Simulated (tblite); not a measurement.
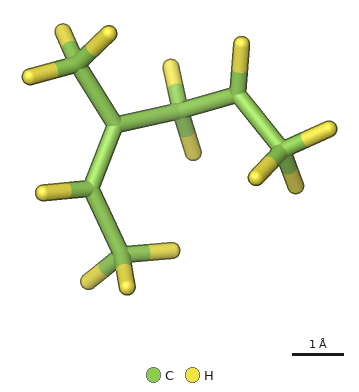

This is the input geometry for a relaxation of C$_{7}$H$_{13}$ (multiplicity 2). The picture is a stick view, seen face on.

The calculation used GFN2-xTB geometry optimisation, gas phase in tblite 0.8.0.

```xyz
20

C     2.2311   -0.5077    0.8526
C     1.7417    0.4084   -0.2335
C     0.5642    0.0342   -1.0441
C    -0.7357    0.5177   -0.4264
C    -1.0629    1.9630   -0.6422
C    -1.5875   -0.2727    0.2786
C    -1.4237   -1.7170    0.6168
H     2.2540   -1.5382    0.5139
H     1.5767   -0.4384    1.7308
H     3.2318   -0.2270    1.1609
H     2.1276    1.4151   -0.2709
H     0.6560    0.4894   -2.0388
H     0.5414   -1.0393   -1.2251
H    -0.2819    2.6054   -0.2219
H    -2.0196    2.2618   -0.1946
H    -1.1329    2.1732   -1.7104
H    -2.4949    0.1768    0.6773
H    -1.5172   -1.8586    1.7034
H    -0.4624   -2.1354    0.3260
H    -2.2110   -2.3000    0.1446
```

### What does the optimiser find from here?

Over 70 geometry steps the energy falls by 0.080 eV. The largest move after the best rigid fit is that of H18, 0.27 Å. By element the largest moves are H 0.27 Å, C 0.13 Å. Among the contacts that change: C4–C6 1.359 → 1.328 Å, C1–C2 1.503 → 1.478 Å, C1–H10 1.084 → 1.089 Å, C2–C3 1.478 → 1.482 Å. Among the angles between lasting bonds that change: H12–C3–H13 105.1° → 108.6°, C2–C3–C4 112.2° → 108.8°. Cost: 0.4 s on 1 thread of Arm Neoverse V1, on a shared host.

Step by step:

```csv
step,"E − E(0), eV"
0,0.0000
1,-0.0305
2,-0.0506
3,-0.0553
4,-0.0642
5,-0.0655
6,-0.0668
7,-0.0675
8,-0.0683
9,-0.0687
10,-0.0690
13,-0.0702
16,-0.0717
19,-0.0732
23,-0.0743
26,-0.0749
29,-0.0752
32,-0.0753
35,-0.0755
38,-0.0758
42,-0.0763
45,-0.0770
48,-0.0776
51,-0.0782
54,-0.0789
57,-0.0795
61,-0.0800
64,-0.0802
67,-0.0803
70,-0.0804
```

Final geometry:

```xyz
20

C     2.1067   -0.5399    0.8814
C     1.6978    0.3839   -0.1974
C     0.5709    0.0656   -1.1063
C    -0.7277    0.5160   -0.4549
C    -1.0609    1.9596   -0.6907
C    -1.5000   -0.2586    0.2980
C    -1.3164   -1.7039    0.6291
H     2.0943   -1.5748    0.5380
H     1.4269   -0.4797    1.7414
H     3.1053   -0.2978    1.2419
H     2.0406    1.4042   -0.1489
H     0.6827    0.6026   -2.0520
H     0.5367   -1.0044   -1.3158
H    -0.2218    2.5938   -0.4087
H    -1.9346    2.2624   -0.1184
H    -1.2638    2.1293   -1.7488
H    -2.3911    0.1792    0.7341
H    -1.2533   -1.8317    1.7104
H    -0.4194   -2.1188    0.1818
H    -2.1781   -2.2763    0.2827
```

After the run, drawn alike:

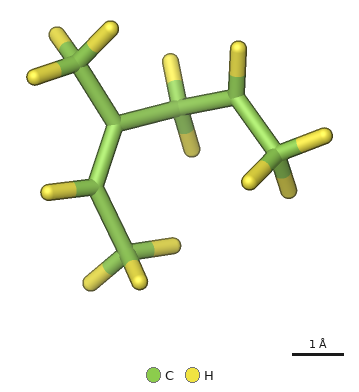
